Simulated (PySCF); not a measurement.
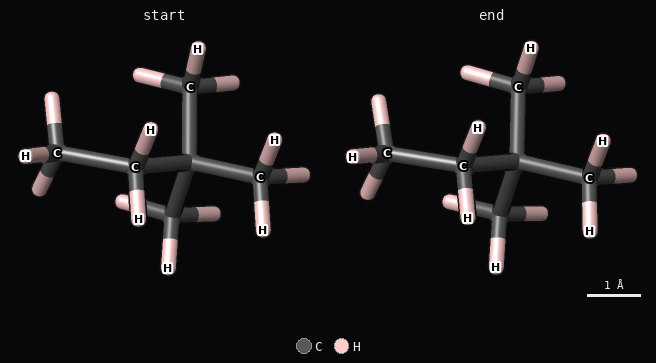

The structure of C$_{6}$H$_{14}$ before (left) and after (right) a relaxation, at one scale.

The picture is a stick view, seen at a tilt.

The start comes from GFN2-xTB. Its atoms were then displaced at random by about 0.01 Å.

All numbers below come from PySCF 2.14.0, density-fitted response routines, PBE0-D3(BJ)/def2-TZVP geometry optimisation, gas phase. 

Q: Describe what moved and what it gained.

A: The largest moves after the best rigid fit, 0.092 Å, are those of H atoms. Largest moves by element: H 0.092 Å, C 0.034 Å. Among the contacts that change: C–H 1.142 → 1.094 Å, C–C 1.557 → 1.520 Å, C–H 1.056 → 1.092 Å, C–C 1.498 → 1.526 Å. Bond angles that change, for instance: H–C–H 104.5° → 107.9°, H–C–H 110.2° → 107.3°, C–C–H 109.6° → 112.0°. Over 7 geometry steps the energy falls by 0.148 eV.
